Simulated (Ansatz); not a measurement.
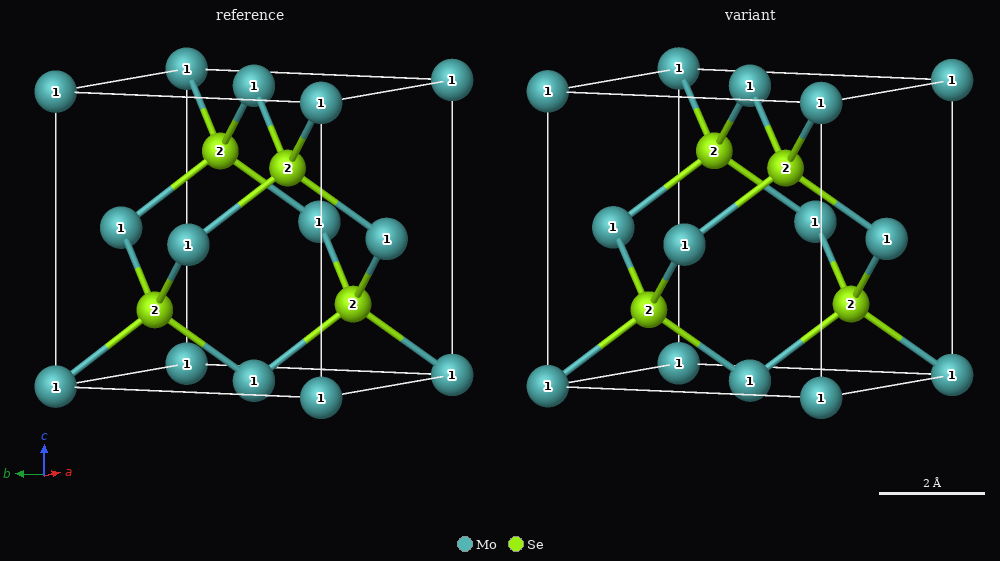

Left: crystalline MoSe (built on the zincblende type). Right: the same structure after one change, at the same scale. A ball-and-stick model of the conventional cell (4 times the calculation's cell), seen from a free direction. Lengths and directions refer to the drawn axes.

All numbers below come from DFT r2SCAN, scalar-relativistic, plane waves, PAW (Ansatz 0.2.0). (plane-wave cutoff 500 eV; k-point mesh 10 × 10 × 10; occupations gaussian; smearing width 0.05 eV; collinear spin)

> What distinguishes the right structure from the left one?

The cell is strained by +3.0 % along b and none across it (volume +2.9 %), the atoms keeping their fractional coordinates. No relaxation follows.

> And its effect?

Energy change: +6.1 meV per atom. The pressure goes from −0.1 to −3.0 GPa. All forces vanish by symmetry. The absolute magnetisation per cell goes from 1.38 to 1.41 μB (net moment 1.28 and 1.31 μB). Near-neighbour distances before and after: Mo–Se 2.453 → 2.477 Å. The space group (tolerance 0.01 Å) goes from F-43m (No. 216) to I-4m2 (No. 119).
